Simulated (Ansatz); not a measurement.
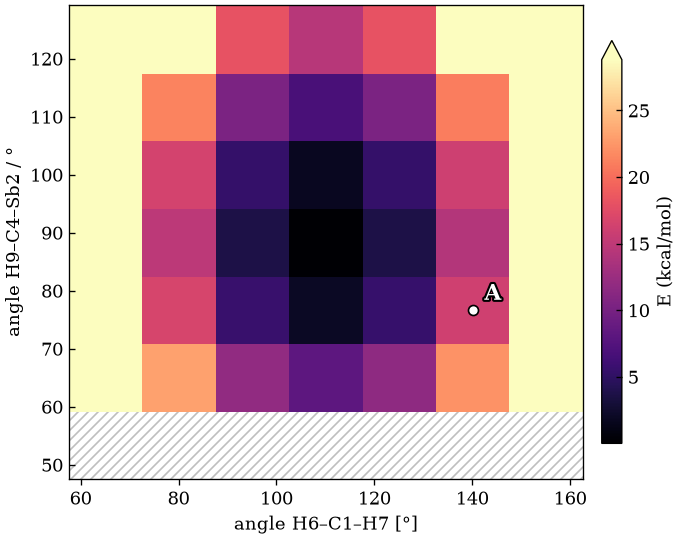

C2H6BSb, SMILES [CH3][Sb]1[BH][CH2]1. Coordinates scanned: (1) angle H6–C1–H7; (2) angle H9–C4–Sb2. Nothing is relaxed (all other coordinates rigid). The scan uses a 7 × 7 grid. At 7 points there is no value. All energies are given in kcal/mol relative to the relaxed molecule at the same level. These are results of Ansatz 0.2.0, RKS PBE-D4/def2-TZVP, not measurements.

In the figure: one coloured cell a grid point, one colour for all values above the top of the scale, hatched blanks where no value was computed, the point A.

**Is A at rest? If not, where is it pushed?**

A, at angle H6–C1–H7 = 140°, angle H9–C4–Sb2 = 76.7°, is not a stationary point. The computed force is 0.93 kcal/mol for each degree towards smaller values of angle H6–C1–H7 and 0.33 kcal/mol for each degree towards larger values of angle H9–C4–Sb2.
